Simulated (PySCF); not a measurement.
Consider C5H8BrGa (SMILES CCC#C[CH2][GaH][Br]).

The calculation's input:

```
{"job": {"kind": "uv", "xc": "B3LYP", "basis": "def2-SVPD", "nstates": 8, "ntriplets": 3}, "charge": 0, "multiplicity": 1}
C     -2.607692    -0.382991     0.687447
C     -1.574535    -0.974405    -0.272136
C     -0.384598    -0.148699    -0.337354
C      0.544611     0.612938    -0.403711
C      1.734881     1.429804    -0.434605
Ga     3.194984     0.300249     0.499691
Br     2.617784    -1.748713     1.342002
H     -2.188240    -0.295344     1.687046
H     -3.484337    -1.024706     0.734164
H     -2.916379     0.605803     0.354470
H     -2.001956    -1.062264    -1.275610
H     -1.283739    -1.973012     0.065310
H      2.032977     1.664808    -1.463173
H      1.581179     2.371871     0.105079
H      4.730649     0.632652     0.747020
```

Launched as:

```sh
OMP_NUM_THREADS=1 python probes_run.py task.json out
```

Geometry: GFN2-xTB.

Theory: B3LYP/def2-SVPD, SCF density, gas phase in PySCF 2.14.0.

What will maps of the electron density and electron localisation function show?

C–C (1.20 Å): ρ at the midpoint is about 2.7 e/Å³; the ELF peaks at about 0.80 between the atoms; a short, multiple covalent bond.
C–Ga (2.07 Å): ρ is about 0.67 e/Å³ halfway; the ELF peaks at about 0.90 in the valence shell of C, 0.8 Å from its nucleus, and is about 0.65 at the midpoint.
Ga–Br (2.29 Å): the density is about 0.63 e/Å³ at the midpoint; the ELF peaks at about 0.75 in the valence shell of Br, 1.0 Å from its nucleus, and is about 0.65 at the midpoint.
C–H (1.09 Å): the density is about 2 e/Å³ at the midpoint; the ELF climbs to about 1 towards the hydrogen, as it does in any bond to H; an ordinary covalent bond to hydrogen.

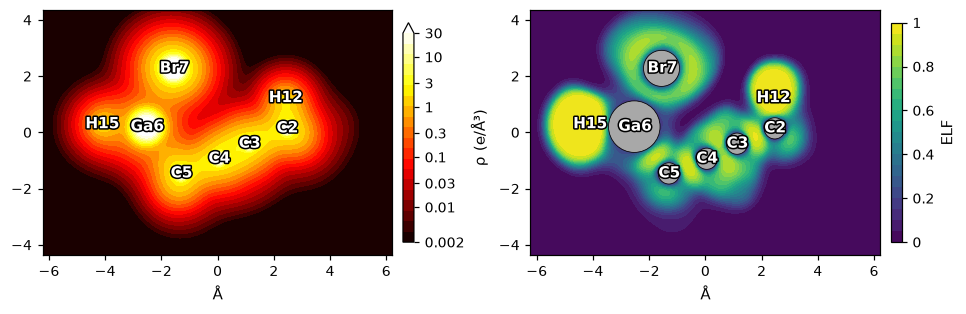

Computed electron density and electron localisation function on the plane of atoms C4, C5 and Ga6, in this order. Grey discs cover the atomic cores in the ELF map. 
